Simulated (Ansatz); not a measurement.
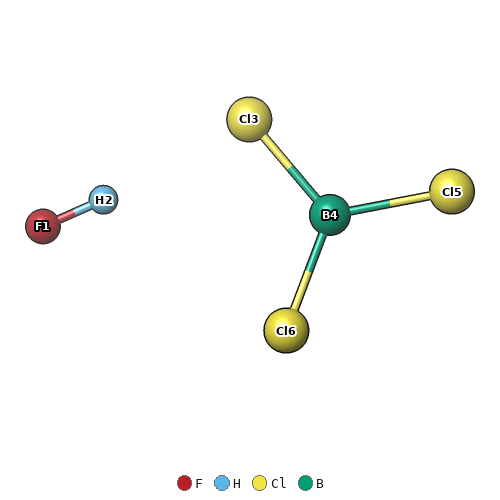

The system is the pair FH···BCl₃; the picture shows the reference structure. First axis: separation of Cl3 and H2 along their line in the relaxed pair. Second axis: sideways slip of F1, H2. Nothing is relaxed (both partners rigid). The grid has 9 × 9 points. Points are written as (first, second). Energies are in cm⁻¹, from the lowest grid point. Method: RKS PBE0-D4/def2-SVPD in Ansatz.

Its coordinates:

```yaml
atoms:
  - { symbol: F, position_ang: [-0.2107, 0.0307, -2.8130] }
  - { symbol: H, position_ang: [0.1457, -0.1120, -1.9707] }
  - { symbol: Cl, position_ang: [1.2006, -0.5646, 0.0551] }
  - { symbol: B, position_ang: [0.0061, 0.0252, 1.2040] }
  - { symbol: Cl, position_ang: [0.3195, -0.1254, 2.9061] }
  - { symbol: Cl, position_ang: [-1.4613, 0.7459, 0.6184] }
```

Range: separation of Cl3 and H2 along their line in the relaxed pair from 1.956 to 4.556 Å; sideways slip of F1, H2 from −1.500 to 1.500 Å.

### Predict the map.

The lowest grid point is at (2.329 Å, 0.000 Å). The energy also falls towards the edge at (2.941 Å, −1.500 Å) (210 cm⁻¹ above the lowest), where a further well may lie outside the range. The highest grid point, (1.956 Å, −1.500 Å), lies 7621 cm⁻¹ above the lowest. Round the minimum the valley is somewhat tilted: raising the first coordinate shifts the best value of sideways slip of F1, H2 downwards (coupling k₁₂/√(k₁₁k₂₂) about 0.3).

```csv
"second ↓, first →",1.956,2.097,2.329,2.614,2.941,3.302,3.694,4.113,4.556
1.500,902,818,780,816,886,963,1039,1100,1140
1.125,792,630,563,633,758,876,980,1064,1118
0.750,678,408,307,422,615,785,921,1026,1097
0.375,615,231,88,236,485,700,863,989,1075
0.000,671,203,0,133,394,629,809,952,1054
−0.375,921,392,87,131,346,572,760,916,1033
−0.750,1581,892,346,195,308,512,711,881,1012
−1.125,3308,2049,861,309,252,431,659,850,993
−1.500,7621,4787,2014,581,210,344,608,826,980
```

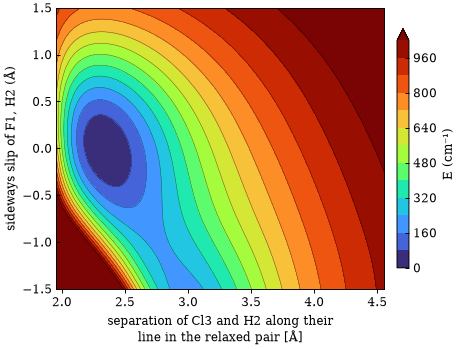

The picture shows filled contours, one colour for all values above the top of the scale. Between grid points the surface is interpolated.

Time for the 81 points that were run: 8.5 min on 1 thread of Arm Neoverse V2, on a shared host.
